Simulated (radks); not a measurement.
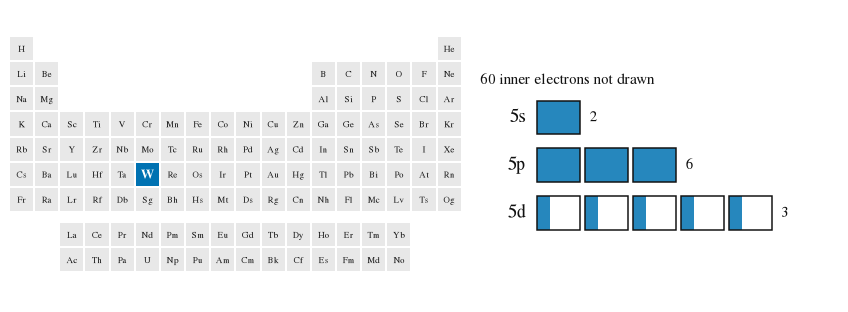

*Left, the place of tungsten in the periodic table; right, the outer shells as the input fills them: a box for each of the 2l + 1 orbitals, shaded by the share of the shell that is filled, with the electron count at the right.*

# W³⁺: atomic calculation

- system: W³⁺ (Z = 74, 71 electrons) in the configuration [Xe] 4f14 5d3 (high spin).
- method: scalar-relativistic Kohn-Sham, BLYP, spin-polarised, spherical densities, point nucleus (the in-house radial solver radks)

### Key numbers

| quantity | value |
| --- | --- |
| outcome | converged |
| total energy | −16141.6863 hartree |
| kinetic energy | 17790.1657 hartree |
| electron–nucleus energy | −39838.1154 hartree |
| Hartree energy | 6229.1494 hartree |
| exchange–correlation energy | −322.886113 hartree |
| radius at density 0.001 e/bohr³ | 3.42 bohr |
| SCF iterations | 16 |
| hardware | 1 CPU thread, shared host |

### Input
```
Z 74
configuration [Xe] 4f14 5d3
relativity scalar-relativistic
functional b88,lyp
spin polarised
nucleus point
c 137.035999084
```

Energies in input and log are in hartree, lengths in bohr.

### Log
```
1s      1   1.0000       -2555.34528424
2s      1   1.0000        -441.92800408
2p      1   3.0000        -386.59643141
3s      1   1.0000        -102.58487921
3p      1   3.0000         -86.20374014
3d      1   5.0000         -67.37178274
4s      1   1.0000         -21.99676937
4p      1   3.0000         -16.62416732
4d      1   5.0000          -9.81913735
4f      1   7.0000          -2.28134844
5s      1   1.0000          -3.98142335
5p      1   3.0000          -2.65930077
5d      1   3.0000          -1.17179597
1s      2   1.0000       -2555.34547937
2s      2   1.0000        -441.92230149
2p      2   3.0000        -386.59188129
3s      2   1.0000        -102.58333855
3p      2   3.0000         -86.20194190
3d      2   5.0000         -67.36809756
4s      2   1.0000         -21.99163414
4p      2   3.0000         -16.61937970
4d      2   5.0000          -9.81343957
4f      2   7.0000          -2.26926251
5s      2   1.0000          -3.93111734
5p      2   3.0000          -2.59436674
5d      2   0.0000          -1.09861950
Etot -16141.686329488246
Ekin 17790.16573350926
Encl -39838.11535933103
Eh 6229.1494090516935
Exc -322.8861127181702
err 2.123115534704521e-09
it 16
```

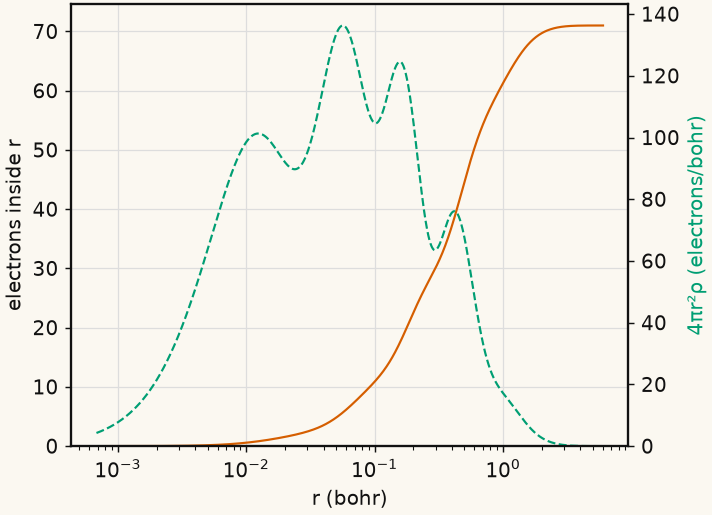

*The number of electrons inside radius r (solid) and the radial density 4πr²ρ (dashed).*

The count levels off at 71 electrons. Half of them lie within 0.378 bohr, 90 % within 1.17 bohr and 99 % within 2.30 bohr. The radial density has minima at 0.0239, 0.102 and 0.295 bohr, where the count stands at 1.9, 11.1 and 29.9; these part the shells that the density resolves.

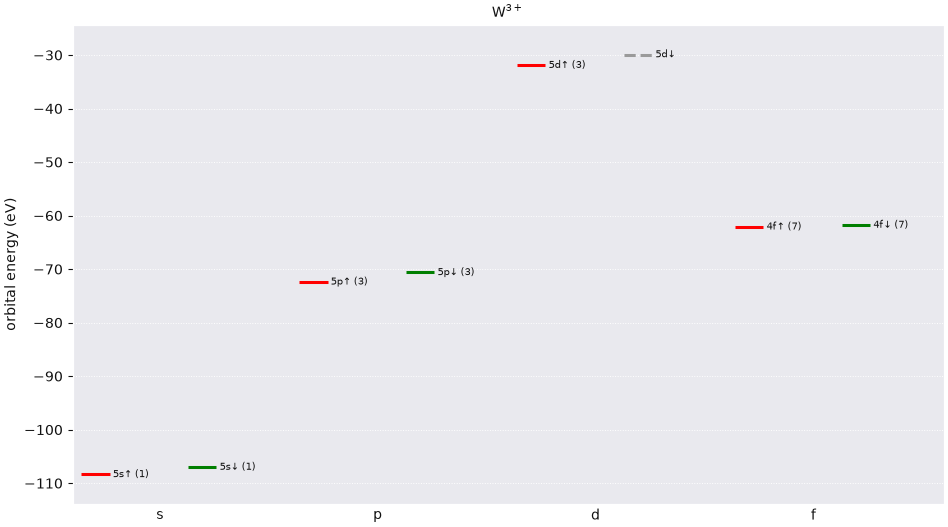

*The outer levels are drawn by angular momentum (occupations in brackets, up spins at the left of each column and down spins at the right, empty levels dashed).*

The highest occupied level is 5d up at −31.9 eV. From the top down the occupied levels run 5d up (−31.9 eV), 4f down (−61.7 eV), 4f up (−62.1 eV), 5p down (−70.6 eV), 5p up (−72.4 eV), 5s down (−107.0 eV), 5s up (−108.3 eV). The lowest empty level drawn is 5d down at −29.9 eV. The largest exchange splitting (down less up) among the shells drawn in both spins is that of 5d, 1.99 eV.

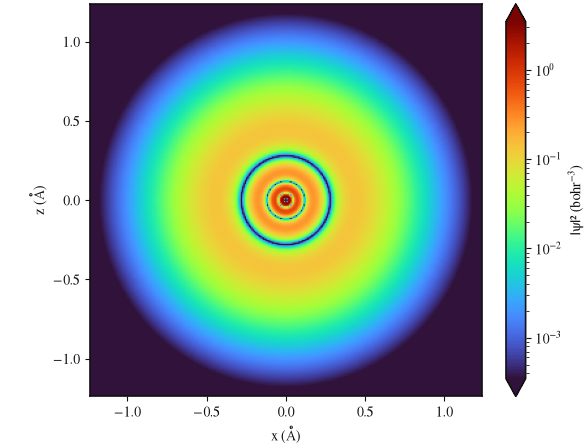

*One occupied orbital of down spin is shown. In the xz plane through the nucleus, the colour gives |ψ|² on a logarithmic scale. (1 bohr = 0.529 Å.) The radial function comes from the spherical calculation and is multiplied by a real spherical harmonic; the overall sign is chosen so that the largest lobe of P(r) is positive; at the scalar-relativistic level it is the large component.*

It is 5s of down spin. It has no angular node and 4 radial nodes, at r = 0.0218, 0.0871, 0.226 and 0.531 bohr; only the outer 3 can be made out at this scale. The outermost maximum of P² lies at 0.959 bohr, ⟨r⟩ = 1.06 bohr, 90 % of the charge lies within 1.52 bohr, and the eigenvalue is −107.0 eV, with 1 electron in the shell for this spin.
